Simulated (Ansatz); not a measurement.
# Calculations on CH₂OSSe

**1. Relaxation**

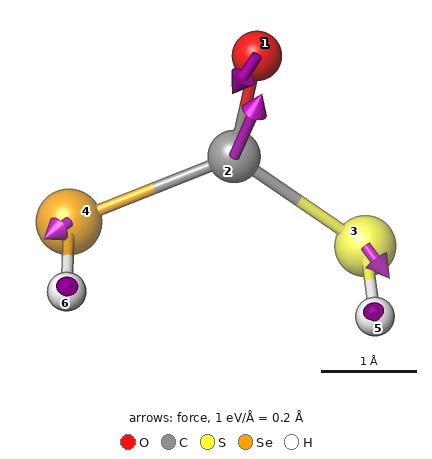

Starting geometry of CH$_{2}$OSSe with the computed forces as purple arrows. The picture is a ball-and-stick view, seen face on.

The run prepares an end point of a later path (torsion) calculation, from a guessed geometry.

All numbers below come from Ansatz 0.2.0, RKS PBE0-D4/def2-SVP. Settings: no spin polarisation; force threshold 0.015 eV/Å; at most 40 steps.

Question: Is this structure relaxed? If not, where do the atoms go?

Answer: It isn't relaxed: the largest force vector, on C2, is 4.25 eV/Å. The final displacements have little in common with the starting forces (cosine between the two patterns 0.23). H6 moves most after the best rigid fit: 0.81 Å. By element the largest moves are H 0.81 Å, O 0.75 Å, Se 0.72 Å, S 0.69 Å, C 0.24 Å. Near-neighbour distances that change, for instance: Se4–H6 1.547 → 1.470 Å, S3–H5 1.406 → 1.348 Å, C2–Se4 1.902 → 1.945 Å, O1–C2 1.223 → 1.191 Å. Bond angles that change, for instance: O1–C2–Se4 125.2° → 118.9°, C2–Se4–H6 91.5° → 97.5°, C2–S3–H5 94.1° → 98.0°. Groups turn about C2–Se4 by about 90°, C2–S3 by about 90°. After 17 accepted moves (18 points after the start) the energy has fallen by 0.980 eV. The largest force component goes from 3.8 to 0.0014 eV/Å. The line search rejected the trial step at point 11 of the run. The forces were under the threshold at step 15, but the run went on from there.

**2. Relaxation**

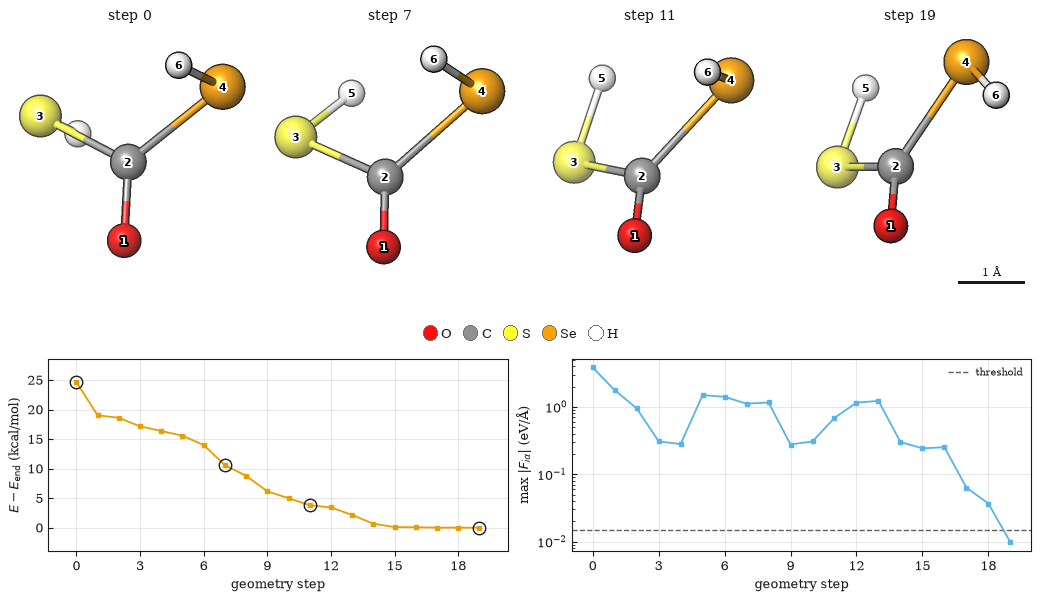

Frames of a relaxation of CH2OSSe, marked on the history of the run. The picture is a ball-and-stick view, seen from a free direction.

The run prepares an end point of a later path (torsion) calculation, from a guessed geometry.

Level of theory: RKS PBE0-D4/def2-SVP (Ansatz 0.2.0).

Input file:
```yaml
crystal:
  periodic: [false, false, false]
  atoms:
    - { symbol: O, position_ang: [-0.8533, -1.457, 0.4129] }
    - { symbol: C, position_ang: [-0.1699, -0.4435, 0.4506] }
    - { symbol: S, position_ang: [1.5553, -0.6287, 0.1433] }
    - { symbol: Se, position_ang: [-0.816, 1.3021, 0.8414] }
    - { symbol: H, position_ang: [1.87334, -0.87098, 1.49163] }
    - { symbol: H, position_ang: [-1.1105, 1.5708, -0.6538] }
basis:
  gaussian: { orbitals: def2-SVP }
hamiltonian:
  xc: pbe0
  dispersion: d4
relax:
  f_tol: 0.015
  max_steps: 40
output:
  orbitals: {}
```

Command:
```bash
ansatz run input.yaml --threads 1 --pin off --max-ram 2048MiB --backend cpu --events-out ev --progress --plain --runs-dir out
```

### What happens along the run?

After 19 geometry steps the energy has fallen by 24.7 kcal/mol. Largest force component: 3.8 eV/Å at the start, 0.0098 eV/Å at the end. The largest move after the best rigid fit is that of S3, 1.01 Å. By element the largest moves are S 1.01 Å, H 0.75 Å, Se 0.68 Å, O 0.66 Å, C 0.21 Å. Among the contacts that change: Se4–H6 1.547 → 1.470 Å, S3–H5 1.406 → 1.351 Å, C2–Se4 1.902 → 1.946 Å, O1–C2 1.223 → 1.190 Å. Among the angles between lasting bonds that change: O1–C2–S3 117.0° → 121.7°, S3–C2–Se4 117.7° → 114.5°, C2–S3–H5 94.1° → 96.8°. Groups turn about C2–S3 by about 90°, C2–Se4 by about 90°. Cost: 78 s on 1 thread of Arm Neoverse V2, with other jobs on the host, peak memory 0.19 GiB. From step 0 to 7: H5 moves most (0.70 Å), energy −14.1 kcal/mol. From step 7 to 11: S3 moves most (0.62 Å), energy −6.78 kcal/mol. From step 11 to 19: H6 moves most (0.56 Å), energy −3.80 kcal/mol.

```tsv
step	E − E(0), kcal/mol	largest force component, eV/Å
0	0.00	3.8332
1	-5.62	1.7659
2	-6.05	0.9506
3	-7.50	0.3075
4	-8.28	0.2796
5	-9.09	1.4922
6	-10.66	1.4071
7	-14.06	1.1124
8	-15.88	1.1595
9	-18.49	0.2760
10	-19.66	0.3072
11	-20.85	0.6854
12	-21.23	1.1537
13	-22.50	1.2252
14	-23.98	0.2995
15	-24.55	0.2421
16	-24.58	0.2518
17	-24.64	0.0632
18	-24.65	0.0368
19	-24.65	0.0098
```

**3. Path**

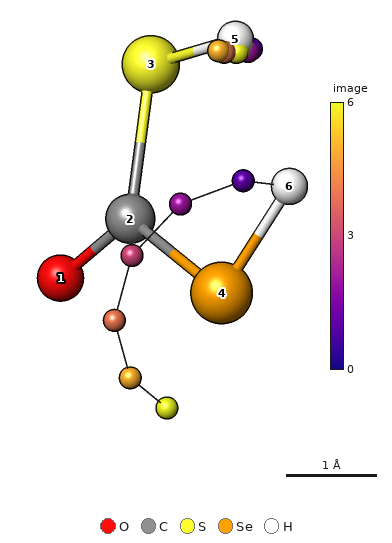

A search for the minimum-energy path of CH2OSSe by the nudged elastic band. Images are numbered from 0 (start) to 6 (end). The start is drawn whole; smaller spheres mark the moving atoms (H) in the later images, joined by lines and coloured by the number of the image. A ball-and-stick model, seen from a free direction.

Level of theory: RKS PBE0-D4/def2-SVP in Ansatz 0.2.0. Set-up: 5 movable images; climbing image; force threshold 0.03 eV/Å; iteration limit 59; starting path by image-dependent pair potential.

### Describe the path and its energy.

The motion is a rotation about the C2–S3 bond, with a turn of about 180° about C2–Se4. No bond forms or breaks between the ends. Among the angles between lasting bonds that change up to the highest image: C2–Se4–H6 97.5° → 90.5°, S3–C2–Se4 120.6° → 115.4°. The highest point, image 3, lies 0.170 eV above the start and 0.265 eV above the end; the end is at −0.095 eV relative to the start. The band is converged. At the top, the vibrational analysis gives one imaginary mode (253i cm⁻¹), as a transition state must have.

The run took 2.4 min on 1 thread of Arm Neoverse V2 (shared host), peak memory 0.28 GiB.
